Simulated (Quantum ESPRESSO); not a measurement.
# Ni(111), 5 layers against a metal electrode, stepped through the charge of the slab, part 2 of 5

Aim: how the results for Ni(111), 5 layers against a metal electrode change with the charge of the slab.

Quantum ESPRESSO 7.5; plane-wave DFT, PBE, GBRV ultrasoft pseudopotentials.

So far. Step 2 (Variable-cell relaxation of the reference):  The last row is no step: it is a fresh SCF in the final cell with a new plane-wave basis, +0 meV from the row before.

## Step 3: Relaxing the ions of the reference

What the set-up leaves free in this member is relaxed.

System of this step: Ni(111), 5 layers. The cell holds 5 atoms: 5 Ni. Cell: a = 2.487 Å, b = 2.487 Å, c = 23.113 Å, α = 90.0°, β = 90.0°, γ = 60.0°. It derives from Ni. Vacuum lies along c.

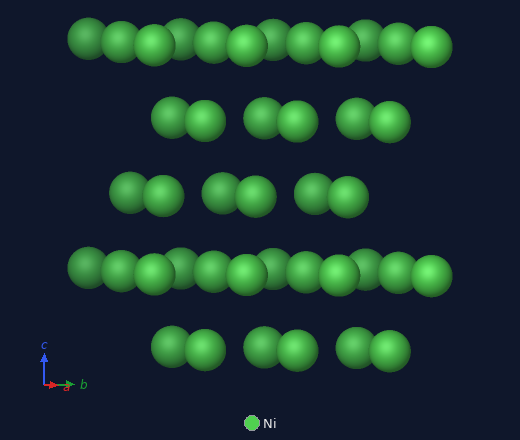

The cell of this step (nickel green). 2×3×1 cells are drawn. Some periodic images of atoms are drawn too.

Contents of ref.relax.in:

```
&control
  prefix = 'ref.relax'
  outdir = './out'
  pseudo_dir = './pseudo'
  nstep = 40
  forc_conv_thr = 0.001
  calculation = 'relax'
/
&system
  ibrav = 0
  nat = 5
  ntyp = 1
  ecutwfc = 40
  ecutrho = 200
  occupations = 'smearing'
  smearing = 'mv'
  degauss = 0.02
  nspin = 2
  starting_magnetization(1) = 0.12
/
&electrons
  conv_thr = 1e-08
  mixing_beta = 0.4
  electron_maxstep = 120
  mixing_mode = 'local-TF'
/
&ions
/
ATOMIC_SPECIES
  Ni  58.6934  ni_pbe_v1.4.uspp.F.UPF
CELL_PARAMETERS angstrom
  2.48729573353646 0.00000000000000 0.00000000000000
  1.24364786676823 2.15406129196723 0.00000000000000
  0.00000000000000 0.00000000000000 23.11310748511821
ATOMIC_POSITIONS crystal
  Ni  0.666666666700 0.666666666700 0.324266947792
  Ni  0.000000000000 0.000000000000 0.412133473896
  Ni  0.333333333300 0.333333333300 0.500000000000 0 0 0
  Ni  0.666666666700 0.666666666700 0.587866526104
  Ni  0.000000000000 0.000000000000 0.675733052208
K_POINTS automatic
  12 12 1 0 0 0
```

Run with:

```
$ OMP_NUM_THREADS=1 mpirun -n 4 pw.x -nk 4 -in ref.relax.in > ref.relax.out
```

The log of the run:

```text
[banner, memory and clock lines left out]
Program PWSCF v.7.5 starts

          URL

     Message from routine setup:
     using ibrav=0 with symmetry is DISCOURAGED, use correct ibrav instead

     G-vector sticks info

     bravais-lattice index     =            0
     lattice parameter (alat)  =       4.7003  a.u.
     unit-cell volume          =     835.6808 (a.u.)^3
     number of atoms/cell      =            5
     number of atomic types    =            1
     number of electrons       =        90.00
     number of Kohn-Sham states=           54
     kinetic-energy cutoff     =      40.0000  Ry
     charge density cutoff     =     200.0000  Ry
     scf convergence threshold =      1.0E-08
     mixing beta               =       0.4000
     number of iterations used =            8  local-TF  mixing
     energy convergence thresh.=      1.0E-04
     force convergence thresh. =      1.0E-03
     Exchange-correlation=  SLA  PW   PBX  PBC
                           (   1   4   3   4   0   0   0)
     nstep                     =           40

     celldm(1)=   4.700308  celldm(2)=   0.000000  celldm(3)=   0.000000
     celldm(4)=   0.000000  celldm(5)=   0.000000  celldm(6)=   0.000000

     crystal axes: (cart. coord. in units of alat)
               a(1) = (   1.000000   0.000000   0.000000 )
               a(2) = (   0.500000   0.866025   0.000000 )
               a(3) = (   0.000000   0.000000   9.292465 )

     reciprocal axes: (cart. coord. in units 2 pi/alat)
               b(1) = (  1.000000 -0.577350  0.000000 )
               b(2) = (  0.000000  1.154701  0.000000 )
               b(3) = (  0.000000  0.000000  0.107614 )

     PseudoPot. # 1 for Ni read from file:
     ./pseudo/ni_pbe_v1.4.uspp.F.UPF
     Pseudo is Ultrasoft + core correction, Zval = 18.0
     Generated by new atomic code, or converted to UPF format
     Using radial grid of  865 points,  6 beta functions with:
                l(1) =   0
                l(2) =   0
                l(3) =   1
                l(4) =   1
                l(5) =   2
                l(6) =   2
     Q(r) pseudized with 10 coefficients,  rinner =    0.980   0.980   0.980
                                                       0.980   0.980

     atomic species   valence    mass     pseudopotential
     Ni               18.00    58.69340     Ni( 1.00)

     Starting magnetic structure
     atomic species   magnetization
     Ni              0.120

     12 Sym. Ops., with inversion, found ( 6 have fractional translation)

   Cartesian axes

     site n.     atom                  positions (alat units)
         1        Ni     tau(   1) = (   1.0000000   0.5773503   3.0132391  )
         2        Ni     tau(   2) = (   0.0000000   0.0000000   3.8297357  )
         3        Ni     tau(   3) = (   0.5000000   0.2886751   4.6462323  )
         4        Ni     tau(   4) = (   1.0000000   0.5773503   5.4627289  )
         5        Ni     tau(   5) = (   0.0000000   0.0000000   6.2792254  )

     number of k points=    19  Marzari-Vanderbilt smearing, width (Ry)=  0.0200
                       cart. coord. in units 2pi/alat
        k(    1) = (   0.0000000   0.0000000   0.0000000), wk =   0.0069444
        k(    2) = (   0.0000000   0.0962250   0.0000000), wk =   0.0416667
        k(    3) = (   0.0000000   0.1924501   0.0000000), wk =   0.0416667
        k(    4) = (   0.0000000   0.2886751   0.0000000), wk =   0.0416667
        k(    5) = (   0.0000000   0.3849002   0.0000000), wk =   0.0416667
        k(    6) = (   0.0000000   0.4811252   0.0000000), wk =   0.0416667
        k(    7) = (   0.0000000  -0.5773503   0.0000000), wk =   0.0208333
        k(    8) = (   0.0833333   0.1443376   0.0000000), wk =   0.0416667
        k(    9) = (   0.0833333   0.2405626   0.0000000), wk =   0.0833333
        k(   10) = (   0.0833333   0.3367877   0.0000000), wk =   0.0833333
        k(   11) = (   0.0833333   0.4330127   0.0000000), wk =   0.0833333
        k(   12) = (   0.0833333  -0.6254628   0.0000000), wk =   0.0833333
        k(   13) = (   0.1666667   0.2886751   0.0000000), wk =   0.0416667
        k(   14) = (   0.1666667   0.3849002   0.0000000), wk =   0.0833333
        k(   15) = (   0.1666667  -0.6735753   0.0000000), wk =   0.0833333
        k(   16) = (   0.1666667  -0.5773503   0.0000000), wk =   0.0416667
        k(   17) = (   0.2500000  -0.7216878   0.0000000), wk =   0.0416667
        k(   18) = (   0.2500000  -0.6254628   0.0000000), wk =   0.0833333
        k(   19) = (   0.3333333  -0.5773503   0.0000000), wk =   0.0138889

     Dense  grid:    39965 G-vectors     FFT dimensions: (  24,  24, 200)

     Smooth grid:    28603 G-vectors     FFT dimensions: (  24,  24, 180)

     Check: negative core charge=   -0.000017
     Generating pointlists ...
     new r_m :   0.4125 (alat units)  1.9389 (a.u.) for type    1

     Initial potential from superposition of free atoms

     starting charge      80.0000, renormalised to      90.0000

     negative rho (up, down):  1.121E-03 8.810E-04
     Starting wfcs are   65 randomized atomic wfcs

     per-process dynamical memory:    74.4 Mb

     Self-consistent Calculation

     iteration #  1     ecut=    40.00 Ry     beta= 0.40
     Davidson diagonalization with overlap
     ethr =  1.00E-02,  avg # of iterations =  9.4

     negative rho (up, down):  1.757E-01 1.789E-01

     total energy              =   -1663.50885111 Ry
     estimated scf accuracy    <    1335.99007351 Ry

     total magnetization       =     0.84 Bohr mag/cell
     absolute magnetization    =     0.92 Bohr mag/cell

     iteration #  2     ecut=    40.00 Ry     beta= 0.40
     Davidson diagonalization with overlap
     ethr =  1.00E-02,  avg # of iterations =  8.4

     negative rho (up, down):  8.000E-02 8.160E-02

     total energy              =   -1715.68153334 Ry
     estimated scf accuracy    <      16.47917482 Ry

     total magnetization       =     5.47 Bohr mag/cell
     absolute magnetization    =     5.90 Bohr mag/cell

     iteration #  3     ecut=    40.00 Ry     beta= 0.40
     Davidson diagonalization with overlap
     ethr =  1.00E-02,  avg # of iterations =  2.2

     negative rho (up, down):  2.891E-02 2.954E-02

     total energy              =   -1716.55338714 Ry
     estimated scf accuracy    <       2.58212673 Ry

     total magnetization       =     3.97 Bohr mag/cell
     absolute magnetization    =     4.62 Bohr mag/cell

     iteration #  4     ecut=    40.00 Ry     beta= 0.40
     Davidson diagonalization with overlap
[...]
6.4219   8.5506  10.5857  12.6416  13.3823  13.6679

          k = 0.0000 0.4811 0.0000 (  3584 PWs)   bands (ev):

   -98.7483 -98.7479 -98.6953 -98.4801 -98.4800 -59.2220 -59.2084 -59.1823
   -59.1444 -59.1083 -59.0958 -59.0917 -59.0737 -59.0240 -58.9944 -58.9938
   -58.8864 -58.8864 -58.7417 -58.7415   0.1568   0.3917   0.5551   0.8980
     0.9753   1.1529   1.3457   1.8477   2.3554   2.5569   2.7101   2.8034
     2.8544   3.0612   3.5061   3.6244   3.8737   4.0873   4.1680   4.2575
     4.3003   4.3303   4.4063   4.4661   4.4902   4.5747   5.2319   5.8492
     7.4652   9.1851  11.3592  11.8683  12.3732  13.3849

          k = 0.0000-0.5774 0.0000 (  3576 PWs)   bands (ev):

   -98.7466 -98.7464 -98.6940 -98.4786 -98.4786 -59.2322 -59.2192 -59.1883
   -59.1388 -59.1138 -59.0987 -59.0945 -59.0762 -59.0266 -59.0041 -59.0031
   -58.8891 -58.8891 -58.7407 -58.7406   0.3073   0.4391   0.6694   0.8724
     0.8929   1.1063   1.2395   1.8233   2.3525   2.5040   2.6764   2.8858
     3.0164   3.0398   3.6243   3.6800   3.9777   4.1199   4.3575   4.3644
     4.3848   4.3948   4.4842   4.5804   4.5862   5.4634   6.5309   7.2430
     7.5764   7.5905  10.9222  11.5565  12.0708  13.1167

          k = 0.0833 0.1443 0.0000 (  3573 PWs)   bands (ev):

   -98.7664 -98.7645 -98.7101 -98.4963 -98.4963 -59.2054 -59.1573 -59.0931
   -59.0859 -59.0642 -59.0625 -59.0564 -59.0173 -58.9965 -58.8793 -58.8793
   -58.8574 -58.8574 -58.7527 -58.7526  -3.0353  -2.1519  -0.8301   0.3030
     0.5937   2.0623   2.1336   2.3184   2.3588   2.5233   2.6343   2.7564
     2.7812   2.8209   2.8581   2.9057   2.9692   3.1016   3.1949   3.4259
     3.4656   3.5215   3.6238   3.8010   3.8360   4.1274   4.1678   4.3269
     4.6928   5.9458   6.9472  10.1899  10.6868  11.2429

          k = 0.0833 0.2406 0.0000 (  3573 PWs)   bands (ev):

   -98.7612 -98.7596 -98.7058 -98.4915 -98.4915 -59.1944 -59.1563 -59.1262
   -59.1197 -59.0752 -59.0739 -59.0595 -59.0467 -59.0062 -58.9123 -58.9122
   -58.8674 -58.8674 -58.7493 -58.7493  -2.1523  -1.3329  -0.1388   0.8568
     1.0720   1.7470   1.9016   2.0761   2.1174   2.3762   2.5034   2.5835
     2.7198   2.8430   2.9403   3.1191   3.1985   3.2661   3.3367   3.4083
     3.5413   3.6187   3.6692   3.8953   3.9640   4.1066   4.3072   4.3327
     5.2778   6.9179   8.2988  11.0217  11.5945  11.9848

          k = 0.0833 0.3368 0.0000 (  3561 PWs)   bands (ev):

   -98.7550 -98.7540 -98.7008 -98.4861 -98.4861 -59.1879 -59.1644 -59.1577
   -59.1530 -59.0888 -59.0865 -59.0768 -59.0637 -59.0172 -58.9496 -58.9494
   -58.8790 -58.8790 -58.7456 -58.7455  -1.0050  -0.3637   0.4575   1.0923
     1.3362   1.4509   1.7771   1.9080   2.0796   2.2602   2.5867   2.7219
     2.7339   2.8636   2.9150   3.0266   3.2793   3.4609   3.5508   3.7351
     3.7828   3.9707   4.0505   4.1089   4.2201   4.2359   4.3351   4.6749
     6.1017   8.0949   9.9093  12.2107  12.9336  13.1179

          k = 0.0833 0.4330 0.0000 (  3579 PWs)   bands (ev):

   -98.7497 -98.7492 -98.6965 -98.4813 -98.4813 -59.2083 -59.1938 -59.1745
   -59.1495 -59.1017 -59.0975 -59.0958 -59.0696 -59.0268 -58.9809 -58.9808
   -58.8891 -58.8891 -58.7424 -58.7424   0.0116   0.3316   0.6228   1.0128
     1.1231   1.3074   1.5191   1.8735   2.2563   2.5118   2.5692   2.6654
     2.8129   3.0303   3.2036   3.4262   3.5002   3.6627   3.9252   3.9669
     4.0539   4.1951   4.2464   4.3356   4.4014   4.7465   4.9663   5.6014
     7.2449   9.3371  11.5983  12.3838  13.0704  14.0488

          k = 0.0833-0.6255 0.0000 (  3582 PWs)   bands (ev):

   -98.7466 -98.7464 -98.6940 -98.4786 -98.4786 -59.2262 -59.2132 -59.1839
   -59.1405 -59.1105 -59.1045 -59.1031 -59.0737 -59.0324 -58.9986 -58.9980
   -58.8950 -58.8949 -58.7407 -58.7406   0.3921   0.5307   0.7413   0.9568
     0.9841   1.2176   1.3302   1.8373   2.2903   2.5128   2.6706   2.7306
     2.8497   3.1296   3.3435   3.6917   3.7816   3.9917   4.0731   4.2476
     4.2715   4.2856   4.3734   4.4088   4.4947   5.7570   6.3879   7.0178
     8.0129   8.7365  11.0842  11.7546  12.3025  13.3213

          k = 0.1667 0.2887 0.0000 (  3573 PWs)   bands (ev):

   -98.7558 -98.7548 -98.7015 -98.4868 -98.4868 -59.1859 -59.1584 -59.1515
   -59.1487 -59.0916 -59.0907 -59.0681 -59.0628 -59.0201 -58.9406 -58.9404
   -58.8817 -58.8817 -58.7460 -58.7459  -1.1552  -0.4614   0.4746   1.2134
     1.4698   1.6399   1.7271   1.8877   2.0400   2.1965   2.3931   2.4047
     2.5430   2.6821   3.0051   3.1085   3.2162   3.3096   3.5564   3.6787
     3.7686   3.9347   4.0821   4.0894   4.2282   4.2626   4.2728   4.7055
     6.0310   7.9495   9.6790  12.0353  12.7237  12.9484

          k = 0.1667 0.3849 0.0000 (  3575 PWs)   bands (ev):

   -98.7505 -98.7499 -98.6971 -98.4821 -98.4820 -59.1945 -59.1782 -59.1652
   -59.1554 -59.1074 -59.1073 -59.0874 -59.0678 -59.0347 -58.9669 -58.9669
   -58.8973 -58.8973 -58.7429 -58.7428  -0.0568   0.3604   0.8166   1.1787
     1.3860   1.6004   1.7231   1.9306   1.9479   2.1995   2.4368   2.5202
     2.6705   2.7434   2.9370   2.9999   3.3004   3.5258   3.5339   3.8180
     3.9358   4.0351   4.2835   4.3304   4.3897   4.9044   5.0265   5.6797
     7.2061   9.2779  11.3338  13.2983  14.0317  14.3231

          k = 0.1667-0.6736 0.0000 (  3575 PWs)   bands (ev):

   -98.7466 -98.7464 -98.6940 -98.4786 -98.4786 -59.2114 -59.1984 -59.1736
   -59.1460 -59.1200 -59.1183 -59.1009 -59.0720 -59.0457 -58.9853 -58.9852
   -58.9092 -58.9091 -58.7405 -58.7405   0.6107   0.7669   0.9239   1.1501
     1.2124   1.4525   1.6005   1.8753   2.0983   2.2537   2.4657   2.6363
     2.8161   2.9079   3.1618   3.2544   3.3020   3.6121   3.8710   3.9134
     4.0004   4.1204   4.3484   4.3793   4.4810   5.9782   6.3538   7.1998
     8.6451  10.2190  11.7051  12.3425  12.9906  13.9461

          k = 0.1667-0.5774 0.0000 (  3558 PWs)   bands (ev):

   -98.7452 -98.7450 -98.6928 -98.4773 -98.4773 -59.2181 -59.2056 -59.1771
   -59.1404 -59.1253 -59.1228 -59.1057 -59.0733 -59.0499 -58.9918 -58.9916
   -58.9137 -58.9136 -58.7397 -58.7396   0.7267   0.7718   1.0520   1.1308
     1.1848   1.4599   1.4818   1.8755   2.0943   2.2578   2.6004   2.6642
     2.7490   3.0122   3.1654   3.3872   3.5047   3.6453   3.9525   4.0984
     4.1532   4.1859   4.2799   4.3391   4.4283   7.2000   7.7374   8.2268
     8.6963   9.0445  11.1704  11.9739  12.5696  13.6981

          k = 0.2500-0.7217 0.0000 (  3563 PWs)   bands (ev):

   -98.7466 -98.7464 -98.6939 -98.4786 -98.4786 -59.2015 -59.1885 -59.1659
   -59.1527 -59.1294 -59.1269 -59.0932 -59.0736 -59.0536 -58.9764 -58.9762
   -58.9187 -58.9187 -58.7405 -58.7404   0.7842   0.9099   1.0782   1.1906
     1.4938   1.5460   1.7218   1.8384   2.0818   2.0992   2.3557   2.3999
     2.7627   2.8008   2.9112   2.9701   3.3237   3.4888   3.6678   3.8175
     3.8377   4.0932   4.3546   4.4002   4.4747   6.0305   6.3910   7.2923
     8.8288  10.8110  12.7762  13.3107  13.4898  14.1282

          k = 0.2500-0.6255 0.0000 (  3544 PWs)   bands (ev):

   -98.7443 -98.7443 -98.6921 -98.4766 -98.4765 -59.2024 -59.1906 -59.1672
   -59.1524 -59.1441 -59.1393 -59.0960 -59.0758 -59.0672 -58.9780 -58.9779
   -58.9348 -58.9347 -58.7391 -58.7391   1.0817   1.0978   1.2836   1.3757
     1.3989   1.6076   1.6733   1.8373   1.9051   2.1177   2.3606   2.4423
     2.8250   2.8866   2.9792   2.9977   3.3142   3.5607   3.7469   3.8437
     3.9976   4.1393   4.2651   4.3191   4.3865   7.7001   8.2244   9.1310
    10.0565  10.6322  11.6687  12.5024  12.7261  13.1500

          k = 0.3333-0.5774 0.0000 (  3561 PWs)   bands (ev):

   -98.7435 -98.7435 -98.6914 -98.4758 -98.4758 -59.1879 -59.1750 -59.1750
   -59.1694 -59.1492 -59.1492 -59.0854 -59.0854 -59.0767 -58.9625 -58.9625
   -58.9573 -58.9573 -58.7385 -58.7385   1.3466   1.4007   1.4007   1.5250
     1.5265   1.5265   1.5461   1.7534   1.7534   2.2125   2.3853   2.3853
     2.7640   2.7862   2.8886   2.8886   3.5152   3.5152   3.6636   3.7589
     4.1023   4.1023   4.2092   4.2621   4.2621   9.8086   9.8086  10.0015
    10.18
[key lines of the parts left out:]
total energy              =   -1716.29352372 Ry
total magnetization       =     3.57 Bohr mag/cell
the Fermi energy is     5.0936 ev
convergence has been achieved in  14 iterations
```

It took 12 min on 4 MPI ranks of Arm Neoverse V1, shared host; peak memory 0.58 GiB.

The steps of the relaxation:

| step | energy less that of the first step (eV) | largest force (eV/Å) |
| --- | --- | --- |
| 1 | 0.0000 | 0.1577 |
| 2 | -0.0016 | 0.1281 |
| 3 | -0.0028 | 0.0952 |
| 4 | -0.0037 | 0.0491 |
| 5 | -0.0039 | 0.0403 |
| 6 | -0.0041 | 0.0474 |
| 7 | -0.0042 | 0.0473 |
| 8 | -0.0045 | 0.0399 |
| 9 | -0.0047 | 0.0167 |

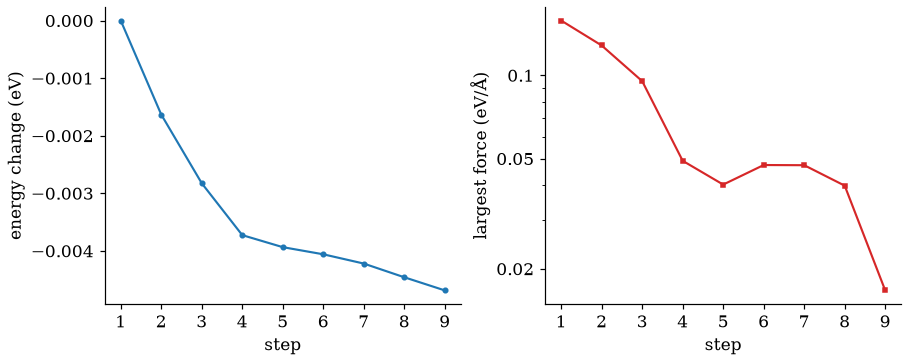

Energy and largest force along the relaxation.

The atoms that moved most (Å):

| atom | dx | dy | dz | length |
| --- | --- | --- | --- | --- |
| Ni1 | 0.000 | 0.000 | 0.030 | 0.030 |
| Ni5 | 0.000 | 0.000 | -0.030 | 0.030 |

Final coordinates:

```xyz
5
Lattice="2.4873 0.0000 0.0000 1.2436 2.1541 0.0000 0.0000 0.0000 23.1131" Properties=species:S:1:pos:R:3
Ni    2.4873    1.4360    7.5244
Ni    0.0000    0.0000    9.5250
Ni    1.2436    0.7180   11.5566
Ni    2.4873    1.4360   13.5881
Ni    0.0000    0.0000   15.5887
```

 On the free atoms the largest force ends at 0.017 eV/Å.

Numbers from this step:

- free energy: -23351.3635 eV
- Fermi energy: 5.097 eV
- magnetization: 3.57 μB
- absolute magnetization: 4.14 μB
- site moments: 0.7709, 0.7701, 0.727, 0.7701, 0.7709 μB

[end of part 2 of 5]

[Logs are printed without paths, hosts, clocks, repeated set-up lines and the standing remarks that a program may print on its own settings, such as how far it seeks lower states.]

[Hosts, paths, dates, database ids (printed as entryN), source tags and the programs' standing remarks are cut or masked in the printed files.]

[Maps of the electrostatic potential energy from Ansatz leave out the sawtooth potential of an applied field or a dipole correction, so their vacuum need not be flat; planar profiles and work functions include it.]
